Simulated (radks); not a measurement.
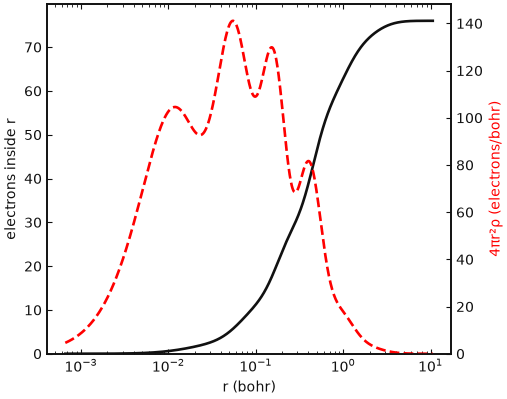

The neutral osmium atom in the configuration [Xe] 4f14 5d6 6s2 (high spin). Theory: scalar-relativistic Kohn-Sham, HCTH/407, spin-polarised, spherical densities, point nucleus (computed with the in-house radial solver radks).

The plot shows the number of electrons inside radius r (solid) and the radial density 4πr²ρ (dashed).

**Read the plot.**

The count levels off at 76 electrons. Half of them lie within 0.390 bohr, 90 % within 1.41 bohr and 99 % within 3.55 bohr. The radial density has minima at 0.0229, 0.0983 and 0.282 bohr, where the count stands at 1.9, 11.1 and 29.9; these part the shells that the density resolves.
